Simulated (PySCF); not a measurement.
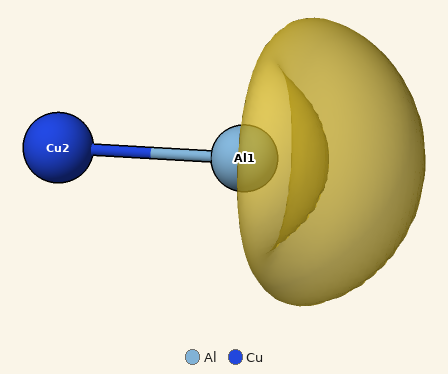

Figure. AlCu. Isosurface of the ELF at 0.85 (yellow), seen from one side. Core shells and regions of very low density are left out.

Computed with PySCF, PBE0/def2-TZVPPD, non-relativistic Hamiltonian with scalar-relativistic core potentials where named, at a bond length of 2.411 Å.

```yaml
atoms:
  - { symbol: Al, position_ang: [0.0000, 0.0000, -1.6875] }
  - { symbol: Cu, position_ang: [0.0000, 0.0000, 0.7235] }
```

Question: Where are the electrons localised?

Answer: The ELF exceeds this value in one lobe on Al, pointing away from the bonds (lone pairs). Along the contacts the grid gives the following. Al–Cu (2.41 Å): the ELF peaks at about 0.70 between the atoms.
